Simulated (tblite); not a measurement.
# C₅H₁₅NOSi₂: geometry relaxation (part 4 of 4)

The same run, continued: C₅H₁₅NOSi₂, SMILES CNC(=O)[C@@H]([SiH3])C[SiH2]C; GFN2-xTB geometry optimisation, gas phase (tblite 0.8.0). It belongs to a series of runs on one base structure; here: NH inserted into a C-C bond.

Geometry of the input (Å):
```
C  -2.5545  -1.7837  -0.4086
N  -1.9233  -0.4918  -0.3172
C  -0.9388  -0.2650  0.6473
O  -0.5809  -1.1109  1.4306
C  -0.3635  1.1421  0.5866
Si 0.3318  1.7476  2.2274
C  0.5486  1.3226  -0.6661
Si 2.1079  0.2708  -0.8379
C  1.7464  -1.5141  -1.1895
H  -3.2686  -1.7585  -1.2404
H  -1.8107  -2.5554  -0.5758
H  -3.1017  -1.9916  0.5246
H  -2.2078  0.2452  -0.9259
H  -1.2143  1.8153  0.4153
H  -0.7217  1.7543  3.2779
H  0.7775  3.1582  2.0710
H  1.5144  0.9595  2.6700
H  -0.0495  1.1370  -1.5667
H  0.8676  2.3714  -0.7130
H  2.9582  0.4163  0.3683
H  2.8672  0.8275  -1.9798
H  1.0487  -1.6145  -2.0306
H  2.6644  -2.0438  -1.4326
H  1.2906  -2.0188  -0.3273
```

### Trajectory as extended XYZ, continued
```
24
Properties=species:S:1:pos:R:3:forces:R:3 step=225 energy=-783.80271
C    -2.3672   -1.7996   -0.5590    0.0010   0.0000   0.0010
N    -1.7381   -0.5051   -0.4701   -0.0060   0.0060  -0.0030
C    -1.0158   -0.1057    0.5927    0.0030  -0.0040   0.0180
O    -0.8559   -0.8059    1.5826   -0.0040  -0.0140   0.0160
C    -0.4069    1.2634    0.5543    0.0020  -0.0010   0.0060
Si    0.5343    1.3415    2.2204    0.0120   0.0130   0.0140
C     0.4132    1.5507   -0.7048    0.0010  -0.0040  -0.0070
Si    1.9030    0.4071   -1.0553    0.0140  -0.0120  -0.0230
C     1.5564   -1.4258   -0.7217    0.0000  -0.0070  -0.0050
H    -2.0263   -2.3331   -1.4484    0.0100  -0.0100   0.0030
H    -2.0868   -2.3591    0.3318    0.0020  -0.0010   0.0040
H    -3.4548   -1.7056   -0.5972    0.0000   0.0130   0.0050
H    -1.8513    0.1246   -1.2474   -0.0020   0.0050  -0.0100
H    -1.2354    1.9839    0.5862   -0.0080  -0.0060   0.0010
H    -0.4165    1.2763    3.3228   -0.0090   0.0120   0.0050
H     1.1792    2.6671    2.2421   -0.0090  -0.0150  -0.0060
H     1.5696    0.3204    2.2879    0.0060  -0.0110  -0.0040
H    -0.2457    1.5552   -1.5796   -0.0020   0.0030  -0.0210
H     0.7939    2.5711   -0.6249   -0.0030   0.0120  -0.0070
H     3.0557    0.8499   -0.2629    0.0000   0.0050   0.0120
H     2.2122    0.5775   -2.4884    0.0030   0.0000   0.0170
H     0.7523   -1.8119   -1.3419   -0.0040   0.0050  -0.0110
H     2.4393   -2.0249   -0.9265    0.0010   0.0160   0.0000
H     1.2800   -1.5920    0.3148   -0.0100  -0.0080  -0.0050
24
Properties=species:S:1:pos:R:3:forces:R:3 step=233 energy=-783.80379
C    -2.3664   -1.7992   -0.5520   -0.0020  -0.0020  -0.0110
N    -1.7370   -0.5052   -0.4634    0.0030   0.0080  -0.0290
C    -1.0115   -0.1100    0.5989   -0.0020  -0.0120   0.0120
O    -0.8537   -0.8120    1.5882    0.0100   0.0270  -0.0110
C    -0.4051    1.2603    0.5568   -0.0030  -0.0010   0.0030
Si    0.5317    1.3503    2.2249    0.0040   0.0090   0.0020
C     0.4136    1.5488   -0.7039    0.0050  -0.0080   0.0010
Si    1.9036    0.4045   -1.0522    0.0210  -0.0010  -0.0250
C     1.5559   -1.4325   -0.7421   -0.0020   0.0010   0.0030
H    -2.0163   -2.3407   -1.4335   -0.0020   0.0040   0.0060
H    -2.0967   -2.3540    0.3451   -0.0020   0.0030   0.0070
H    -3.4528   -1.7002   -0.6022   -0.0060  -0.0070  -0.0010
H    -1.8504    0.1266   -1.2403    0.0070  -0.0260   0.0220
H    -1.2396    1.9738    0.5887    0.0030   0.0160  -0.0110
H    -0.4320    1.3009    3.3185    0.0150  -0.0040  -0.0010
H     1.1751    2.6764    2.2391    0.0000  -0.0140  -0.0030
H     1.5657    0.3273    2.2992   -0.0100   0.0020   0.0080
H    -0.2419    1.5564   -1.5815   -0.0160  -0.0120   0.0020
H     0.7965    2.5687   -0.6248   -0.0070   0.0070   0.0090
H     3.0492    0.8449   -0.2477   -0.0020  -0.0070   0.0150
H     2.2291    0.5868   -2.4799   -0.0030   0.0020   0.0100
H     0.7584   -1.8149   -1.3728   -0.0040   0.0130  -0.0200
H     2.4425   -2.0264   -0.9452    0.0020   0.0100   0.0010
H     1.2703   -1.6109    0.2896   -0.0090  -0.0060   0.0090
24
Properties=species:S:1:pos:R:3:forces:R:3 step=242 energy=-783.80669
C    -2.3479   -1.8136   -0.5164   -0.0030  -0.0010  -0.0290
N    -1.7064   -0.5243   -0.4575   -0.0240   0.0210  -0.0250
C    -1.0095   -0.0986    0.6107    0.0240  -0.0120  -0.0120
O    -0.8663   -0.7762    1.6195   -0.0170  -0.0050   0.0060
C    -0.4037    1.2693    0.5543    0.0040   0.0110  -0.0080
Si    0.5113    1.3631    2.2334    0.0150   0.0250   0.0070
C     0.4234    1.5506   -0.7019    0.0010  -0.0010  -0.0100
Si    1.9117    0.4034   -1.0449    0.0090  -0.0040   0.0230
C     1.5333   -1.4392   -0.8099   -0.0040   0.0150  -0.0030
H    -1.9984   -2.3803   -1.3818    0.0090  -0.0020   0.0060
H    -2.0866   -2.3452    0.3966   -0.0120  -0.0160   0.0120
H    -3.4332   -1.7065   -0.5766   -0.0060  -0.0080   0.0100
H    -1.8137    0.0922   -1.2471    0.0050  -0.0210   0.0090
H    -1.2368    1.9846    0.5721   -0.0070   0.0090   0.0040
H    -0.4713    1.3605    3.3103    0.0080  -0.0080   0.0130
H     1.1820    2.6754    2.2315    0.0110  -0.0040   0.0030
H     1.5183    0.3181    2.3416    0.0100   0.0020   0.0060
H    -0.2307    1.5631   -1.5802   -0.0060  -0.0110  -0.0190
H     0.8115    2.5682   -0.6187   -0.0090   0.0100  -0.0030
H     3.0279    0.8084   -0.1832    0.0100  -0.0120   0.0040
H     2.2865    0.6177   -2.4553   -0.0050   0.0200   0.0100
H     0.7728   -1.7886   -1.5030   -0.0020  -0.0090   0.0000
H     2.4275   -2.0314   -0.9827   -0.0130  -0.0010   0.0080
H     1.1863   -1.6512    0.1967    0.0020   0.0020  -0.0100
24
Properties=species:S:1:pos:R:3:forces:R:3 step=250 energy=-783.80877
C    -2.3425   -1.8229   -0.4972   -0.0200  -0.0010   0.0090
N    -1.7098   -0.5279   -0.4500   -0.0060   0.0120  -0.0060
C    -1.0103   -0.0938    0.6145    0.0100  -0.0060   0.0120
O    -0.8695   -0.7645    1.6283   -0.0040  -0.0050  -0.0040
C    -0.4043    1.2749    0.5511    0.0000   0.0050   0.0040
Si    0.5066    1.3907    2.2338    0.0020  -0.0010  -0.0020
C     0.4280    1.5441   -0.7046    0.0010  -0.0040   0.0030
Si    1.9237    0.3979   -1.0175    0.0050   0.0170   0.0010
C     1.5175   -1.4475   -0.8618    0.0150   0.0140   0.0040
H    -2.0024   -2.3880   -1.3675   -0.0060   0.0080   0.0210
H    -2.0642   -2.3510    0.4138    0.0050  -0.0060  -0.0130
H    -3.4310   -1.7270   -0.5337    0.0250   0.0050  -0.0210
H    -1.8162    0.0789   -1.2472    0.0050  -0.0210   0.0180
H    -1.2384    1.9897    0.5601   -0.0040   0.0060  -0.0050
H    -0.4725    1.3885    3.3149    0.0010   0.0070  -0.0090
H     1.1787    2.7028    2.2232   -0.0070  -0.0130  -0.0050
H     1.5133    0.3477    2.3640    0.0100  -0.0030  -0.0080
H    -0.2201    1.5374   -1.5882    0.0020  -0.0080  -0.0020
H     0.8084    2.5658   -0.6348   -0.0040  -0.0010  -0.0030
H     3.0105    0.7618   -0.1011   -0.0050  -0.0120  -0.0030
H     2.3530    0.6623   -2.4037    0.0010   0.0060   0.0070
H     0.7767   -1.7678   -1.5895   -0.0090   0.0060   0.0090
H     2.4112   -2.0423   -1.0265    0.0010  -0.0080   0.0000
H     1.1417   -1.6900    0.1273   -0.0180   0.0030  -0.0040
24
Properties=species:S:1:pos:R:3:forces:R:3 step=258 energy=-783.80961
C    -2.3355   -1.8294   -0.4848   -0.0140  -0.0010   0.0000
N    -1.7100   -0.5310   -0.4357   -0.0010   0.0030  -0.0210
C    -1.0083   -0.0918    0.6246    0.0140  -0.0090   0.0000
O    -0.8641   -0.7587    1.6401    0.0020   0.0000   0.0130
C    -0.4046    1.2779    0.5523    0.0020  -0.0050   0.0000
Si    0.5029    1.4025    2.2358   -0.0010   0.0040  -0.0070
C     0.4312    1.5387   -0.7032   -0.0030  -0.0050   0.0000
Si    1.9318    0.3973   -1.0066    0.0050   0.0020   0.0000
C     1.5066   -1.4469   -0.8928   -0.0010   0.0010   0.0030
H    -1.9814   -2.3966   -1.3484   -0.0050   0.0080   0.0150
H    -2.0666   -2.3558    0.4302   -0.0080   0.0150  -0.0110
H    -3.4228   -1.7341   -0.5393    0.0150  -0.0160  -0.0050
H    -1.8130    0.0699   -1.2373    0.0020  -0.0050   0.0030
H    -1.2393    1.9922    0.5522    0.0030  -0.0020   0.0030
H    -0.4840    1.4180    3.3090   -0.0010  -0.0020   0.0040
H     1.1795    2.7113    2.2154    0.0030   0.0010  -0.0030
H     1.5056    0.3577    2.3789    0.0070  -0.0020  -0.0040
H    -0.2136    1.5171   -1.5888   -0.0070   0.0000  -0.0060
H     0.8040    2.5638   -0.6442    0.0000  -0.0020   0.0040
H     3.0065    0.7275   -0.0649   -0.0030   0.0060   0.0020
H     2.3855    0.6892   -2.3793    0.0020   0.0000   0.0080
H     0.7728   -1.7455   -1.6365   -0.0080   0.0050  -0.0070
H     2.3949   -2.0507   -1.0537    0.0020   0.0000   0.0000
H     1.1103   -1.7028    0.0847   -0.0070   0.0040   0.0100
24
Properties=species:S:1:pos:R:3:forces:R:3 step=267 energy=-783.81035
C    -2.3355   -1.8326   -0.4789   -0.0060   0.0160  -0.0060
N    -1.7133   -0.5326   -0.4351    0.0030   0.0100  -0.0090
C    -1.0074   -0.0937    0.6226    0.0040  -0.0030   0.0050
O    -0.8651   -0.7572    1.6412   -0.0060   0.0020  -0.0070
C    -0.4018    1.2745    0.5490    0.0010   0.0080   0.0050
Si    0.5102    1.3923    2.2304    0.0070   0.0110  -0.0010
C     0.4293    1.5406   -0.7080    0.0040  -0.0040   0.0050
Si    1.9344    0.4044   -1.0060    0.0020   0.0000   0.0020
C     1.4970   -1.4370   -0.8938    0.0040   0.0000   0.0020
H    -1.9468   -2.4200   -1.3127    0.0020  -0.0110  -0.0090
H    -2.1012   -2.3344    0.4584   -0.0030  -0.0060   0.0060
H    -3.4192   -1.7421   -0.5790    0.0010   0.0000  -0.0020
H    -1.8054    0.0625   -1.2427    0.0000  -0.0190   0.0140
H    -1.2361    1.9887    0.5550   -0.0070   0.0060   0.0030
H    -0.4752    1.4126    3.3052    0.0060  -0.0040   0.0030
H     1.1952    2.6971    2.2110   -0.0030  -0.0010  -0.0040
H     1.5108    0.3441    2.3663   -0.0010  -0.0030   0.0030
H    -0.2171    1.5179   -1.5928    0.0050   0.0000   0.0010
H     0.7991    2.5667   -0.6471   -0.0070   0.0000  -0.0020
H     3.0007    0.7333   -0.0541   -0.0040   0.0020  -0.0060
H     2.3973    0.7009   -2.3738    0.0070  -0.0050  -0.0030
H     0.7694   -1.7315   -1.6451   -0.0160   0.0060  -0.0020
H     2.3803   -2.0506   -1.0434    0.0150   0.0060   0.0020
H     1.0887   -1.6841    0.0811   -0.0070  -0.0090   0.0000
24
Properties=species:S:1:pos:R:3:forces:R:3 step=275 energy=-783.81078
C    -2.3305   -1.8354   -0.4834   -0.0020   0.0070  -0.0050
N    -1.7048   -0.5370   -0.4393    0.0010   0.0020   0.0010
C    -1.0175   -0.0906    0.6276    0.0070   0.0000  -0.0040
O    -0.8995   -0.7448    1.6551    0.0010   0.0040   0.0020
C    -0.4035    1.2742    0.5540    0.0020   0.0020   0.0030
Si    0.5202    1.3840    2.2293    0.0030   0.0040   0.0070
C     0.4218    1.5454   -0.7054   -0.0020  -0.0030  -0.0020
Si    1.9258    0.4106   -1.0125    0.0020  -0.0030   0.0010
C     1.4928   -1.4312   -0.8872   -0.0010   0.0000   0.0020
H    -1.9103   -2.4414   -1.2887   -0.0020  -0.0070  -0.0010
H    -2.1378   -2.3195    0.4726   -0.0020  -0.0050   0.0000
H    -3.4085   -1.7423   -0.6307    0.0020   0.0020  -0.0010
H    -1.7707    0.0455   -1.2579   -0.0030  -0.0010  -0.0010
H    -1.2353    1.9914    0.5713   -0.0020   0.0030  -0.0050
H    -0.4542    1.4165    3.3133    0.0040   0.0010   0.0060
H     1.2216    2.6801    2.2011   -0.0030  -0.0050  -0.0010
H     1.5069    0.3213    2.3575   -0.0020   0.0000   0.0020
H    -0.2261    1.5260   -1.5888   -0.0090   0.0010  -0.0020
H     0.7907    2.5717   -0.6426   -0.0020  -0.0010   0.0020
H     2.9994    0.7452   -0.0712    0.0010   0.0030  -0.0020
H     2.3781    0.6989   -2.3860    0.0020  -0.0040   0.0040
H     0.7673   -1.7332   -1.6380    0.0050   0.0030  -0.0030
H     2.3809   -2.0400   -1.0299   -0.0050  -0.0020  -0.0020
H     1.0817   -1.6753    0.0876    0.0040   0.0000   0.0000
```

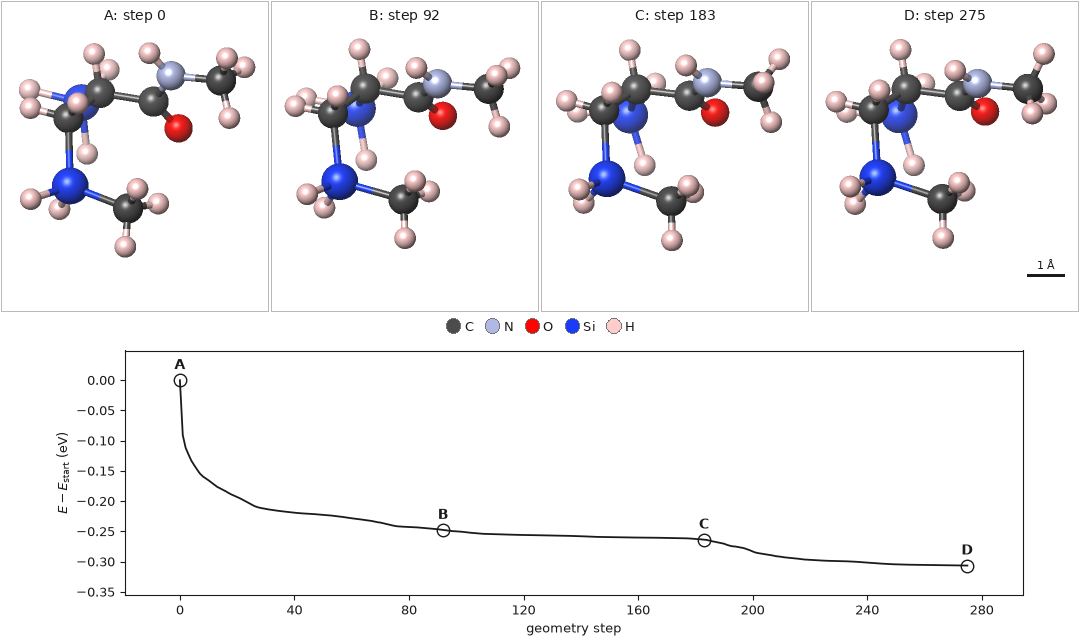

Figure 1. Frames of the relaxation (ball-and-stick view, seen at a tilt) above the curves, on which the letters mark them (steps are counted from 0).

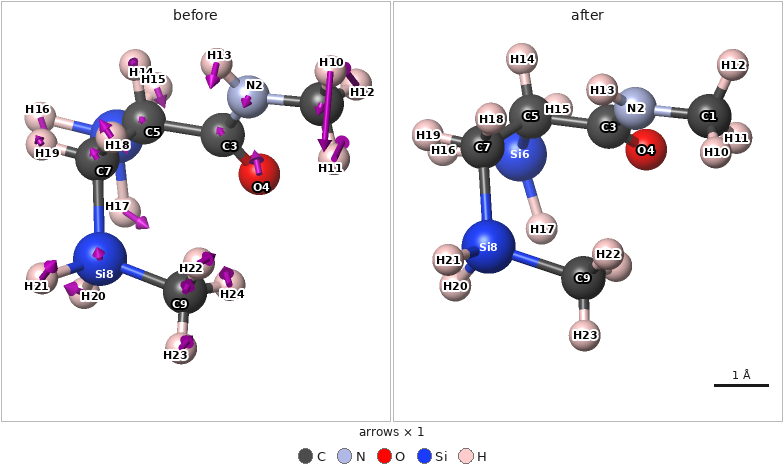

Figure 2. Before (left) and after (right) the relaxation, at one scale (ball-and-stick view, seen at a tilt). The pink arrows give the displacements, at true length. The largest move after the best rigid fit is that of H10, 1.54 Å. Largest moves by element: H 1.54 Å, O 0.53 Å, C 0.40 Å, Si 0.40 Å, N 0.26 Å. Among the contacts that change: N2–C3 1.397 → 1.345 Å, Si8–C9 1.855 → 1.896 Å, C5–Si6 1.882 → 1.916 Å, C5–C7 1.560 → 1.530 Å. Among the angles that change: C3–C5–Si6 113.7° → 101.9°, N2–C3–C5 112.9° → 118.2°, Si6–C5–H14 103.0° → 108.3°. The energy falls by 0.307 eV in 275 geometry steps. The largest force component goes from 1.4 to 0.009 eV/Å. (Atoms are counted from 1 in the order of the input.)

### Results in brief

| quantity | value |
| --- | --- |
| outcome | converged |
| total energy | −783.8108 eV |
| hardware | 1 CPU thread, shared host |
| wall time | 4.7 s |
| peak memory | 0.18 GiB |
